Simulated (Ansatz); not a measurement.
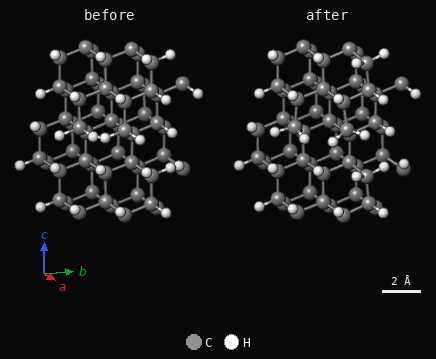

The structure of a wire of composition C96H50 before (left) and after (right) a relaxation, at one scale.

Style: ball-and-stick. Shown: the atoms within 5.8 Å of the atom that moves most (axes of the cell of the calculation, with the vacuum cut short (origin shifted)), slightly off an axis.

All numbers below come from DFT, PBEsol, PAW, plane waves (Ansatz). Settings: plane-wave cutoff 420 eV; k-point mesh 1 × 1 × 3; no spin polarisation; atoms relaxed in a fixed cell; force threshold 0.03 eV/Å; at most 80 steps.

### Describe what moved and what it gained.

The energy falls by 19.341 eV per cell of the calculation in 5 geometry steps. The largest force component goes from 11 to 0.02 eV/Å. An H atom moves most relative to the centre of the atoms: 0.65 Å. Largest moves by element: H 0.65 Å, C 0.25 Å. The cell stays as it was. Among the contacts that change: H–H 0.638 → 1.582 Å, C–H 1.200 → 1.109 Å, C–C 1.597 → 1.513 Å, C–H 1.178 → 1.098 Å. Bonds break, among them: H–H (0.64 → 1.58 Å), H–H (0.65 → 1.58 Å). Among the angles between lasting bonds that change: C–C–C 113.2° → 104.3°, H–C–H 111.5° → 104.1°, C–C–H 114.2° → 107.3°. Cost: 9.7 s on 1 × NVIDIA GB200 with 8 threads of Arm Neoverse-V2, peak memory 2.7 GiB.
